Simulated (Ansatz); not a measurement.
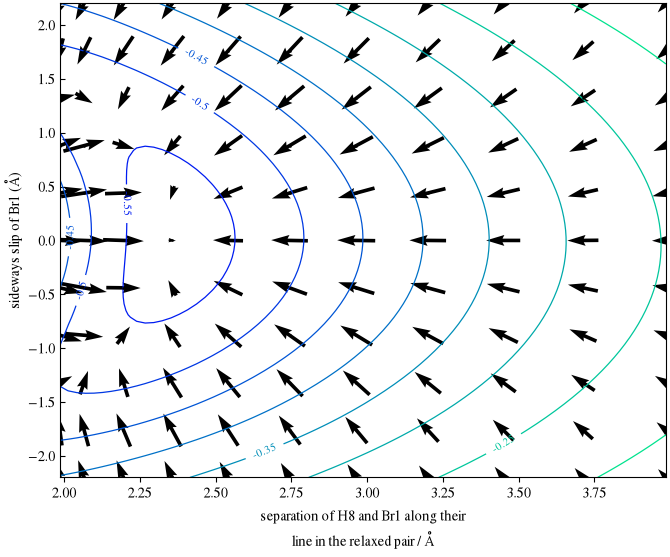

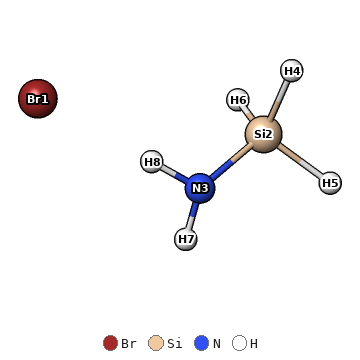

Energy landscape of the pair Br···H₅NSi, charge −1. First axis: separation of H8 and Br1 along their line in the relaxed pair. Second axis: sideways slip of Br1. Nothing is relaxed (both partners rigid). Grid: 11 × 11 points. Points are written as (first, second). All energies are given in eV relative to the ion and the molecule far apart, frozen as in the relaxed pair, each in its own basis (no counterpoise correction). These are results of RKS PBE0-D4/def2-SVPD in Ansatz, not measurements.

In the figure: contour lines labelled in eV, dots at the grid points, arrows along the force (downhill), their lengths compressed. Between grid points the surface is interpolated. The second picture is the structure at the lowest point.

### What does the map say about the system?

The lowest grid point is at (2.357 Å, 0.00 Å), −0.570 eV from the ion and the molecule far apart, frozen as in the relaxed pair, each in its own basis (no counterpoise correction). It is the only kind of minimum in the scanned range. The highest grid point, (3.986 Å, 2.20 Å), lies 0.399 eV above the lowest.

The input of one point:

```yaml
crystal:
  periodic: [false, false, false]
  atoms:
    - { symbol: Br, position_ang: [-0.913518, -1.591543, -2.926129] }
    - { symbol: Si, position_ang: [0.380818, 0.013963, 0.961842] }
    - { symbol: "N", position_ang: [-0.084103, 0.682278, -0.5553] }
    - { symbol: H, position_ang: [1.645697, -0.770069, 0.815411] }
    - { symbol: H, position_ang: [0.643482, 1.143615, 1.920471] }
    - { symbol: H, position_ang: [-0.597934, -0.886345, 1.670793] }
    - { symbol: H, position_ang: [-0.802104, 1.396515, -0.554849] }
    - { symbol: H, position_ang: [-0.270339, 0.016483, -1.327372] }
total_charge: -1
basis:
  gaussian: { orbitals: def2-SVPD }
hamiltonian:
  xc: pbe0
  dispersion: d4
output:
  forces: true
```

Each point was launched as `ansatz run input.yaml --threads 1 --pin off --max-ram 2560MiB --backend cpu --events-out ev --progress --plain --runs-dir out`. Time for the 121 points that were run: 13 min on 1 thread of Arm Neoverse V1, with other jobs on the host.
